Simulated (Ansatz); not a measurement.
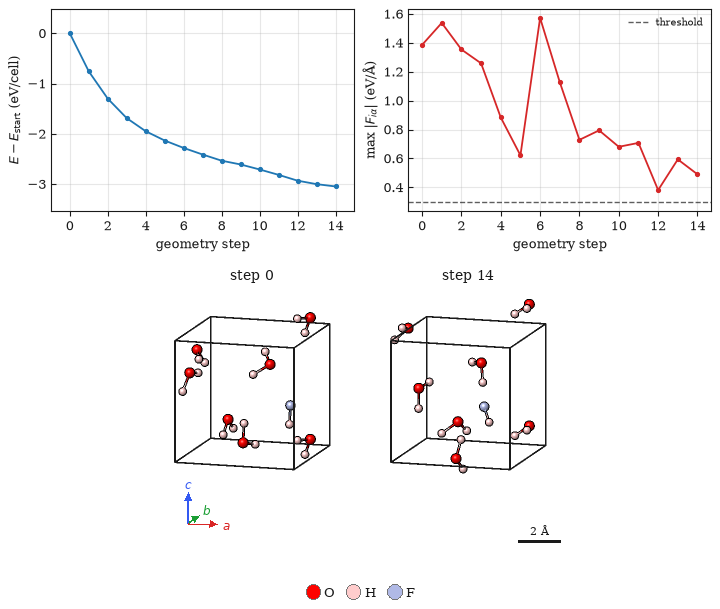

First and last geometry of a relaxation of an amorphous cell of composition H13O6F, with the history of the run. A ball-and-stick model of the cell of the calculation, seen slightly off an axis.

The cell holds 6 H2O + 1 HF. The run prepares the start of a later molecular dynamics calculation, from a guessed geometry.

All numbers below come from DFT r2SCAN-D3(BJ), scalar-relativistic, plane waves, PAW in Ansatz.

The input:
```yaml
accuracy: low
crystal:
  lattice:
    - [5.981424, 0.0, 0.0]
    - [0.0, 5.981424, 0.0]
    - [0.0, 0.0, 5.981424]
  atoms:
    - { symbol: O, position: [0.1226264, 0.003521, 0.7423307] }
    - { symbol: H, position: [0.1460748, 0.1609683, 0.7126414] }
    - { symbol: H, position: [0.0812482, -0.0577696, 0.5982743] }
    - { symbol: O, position: [0.544942, 0.8494595, 0.6695741] }
    - { symbol: H, position: [0.4676485, 0.970043, 0.745114] }
    - { symbol: H, position: [0.4266252, 0.7674745, 0.5954085] }
    - { symbol: O, position: [0.0104665, 0.5836043, 0.8113097] }
    - { symbol: H, position: [0.0465153, 0.6821646, 0.6879918] }
    - { symbol: H, position: [0.0684511, 0.439765, 0.7647374] }
    - { symbol: O, position: [0.4517247, 0.4001456, 0.1083149] }
    - { symbol: H, position: [0.4616169, 0.3946738, 0.2698487] }
    - { symbol: H, position: [0.5111293, 0.5459206, 0.0703454] }
    - { symbol: O, position: [0.1913006, 0.8504641, 0.196556] }
    - { symbol: H, position: [0.1968481, 0.9792151, 0.0985084] }
    - { symbol: H, position: [0.1887082, 0.7241626, 0.0952537] }
    - { symbol: O, position: [0.8346916, 1.0109303, 1.0390773] }
    - { symbol: H, position: [0.7732681, 1.0655239, 0.8995507] }
    - { symbol: H, position: [0.7694977, 0.8636295, 1.0556055] }
    - { symbol: F, position: [0.8461381, 0.4127589, 0.4363101] }
    - { symbol: H, position: [0.838502, 0.410821, 0.2803771] }
basis:
  ecutwfc: 500.0
kpoints:
  mp_grid: { grid: [1, 1, 1] }
hamiltonian:
  xc: r2scan
  dispersion: d3bj
scf:
  occupations: { method: fermi_dirac, width: 0.05 }
  lower_state_search: "off"
relax:
  f_tol: 0.3
  max_steps: 15
  adjacent_minimum: "off"
```

Launched with:
```bash
ansatz run input.yaml --threads 1 --pin off --max-ram 3072MiB --backend cpu --events-out ev --progress --plain --runs-dir out
```

Read the history and describe the run.

Answer. The relaxation stopped without meeting its thresholds, so the last structure isn't shown to be converged. It used up its limit of 15 steps. Over 14 geometry steps the energy falls by 3.047 eV per cell of the calculation. The largest force component goes from 1.4 to 0.49 eV/Å. The atom that moves furthest is H8 (1.68 Å along [−3 0 2]). By element the largest moves are H 1.68 Å, O 1.12 Å, F 1.07 Å. The lattice vectors keep their values. Among the contacts that change: F19–H20 0.934 → 0.986 Å, O4–H5 0.969 → 0.986 Å, O10–H12 0.969 → 0.983 Å. Among the angles between lasting bonds that change: H17–O16–H18 104.0° → 108.5°, H2–O1–H3 104.0° → 106.4°.

| step | E − E(0), meV/atom | largest force component, eV/Å |
| --- | --- | --- |
| 0 | 0.00 | 1.3851 |
| 1 | -37.86 | 1.5373 |
| 2 | -64.99 | 1.3536 |
| 3 | -84.39 | 1.2579 |
| 4 | -97.41 | 0.8833 |
| 5 | -106.66 | 0.6213 |
| 6 | -114.04 | 1.5718 |
| 7 | -120.59 | 1.1274 |
| 8 | -126.71 | 0.7285 |
| 9 | -130.47 | 0.7940 |
| 10 | -135.44 | 0.6804 |
| 11 | -140.78 | 0.7073 |
| 12 | -146.58 | 0.3810 |
| 13 | -150.03 | 0.5932 |
| 14 | -152.34 | 0.4899 |

Limits of the set-up: the program's low-accuracy preset was used; the periodic images lie only 6.0 Å apart, so the values are limited by the cell's size.
